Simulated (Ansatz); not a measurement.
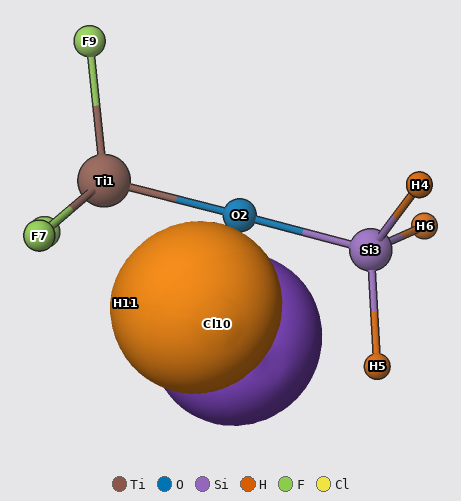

F₃H₃OSiTi···HCl. The HOMO at ±0.15 Å⁻³ᐟ² (orange and purple are the two phases), seen at an oblique angle.

Computed with RHF/def2-SVP (Ansatz).

```xyz
11

Ti   -0.2703    0.2220   -0.0415
O    -0.9373   -0.0172    1.5353
Si   -1.5270   -0.3342    3.0744
H    -1.9644   -1.7396    3.1296
H    -0.4568   -0.0702    4.0508
H    -2.6704    0.5678    3.3106
F     1.2666   -0.6089   -0.1389
F    -0.0210    1.9093   -0.3356
F    -1.3344   -0.4234   -1.2439
Cl    1.6799   -2.6567    2.4226
H     1.9531   -2.0477    1.3354
```

**What is the character of this orbital?**

Its weight (Hirshfeld) is mainly on Cl10 (about 95 %); largely a lone pair of Cl10. Its energy is −12.67 eV.
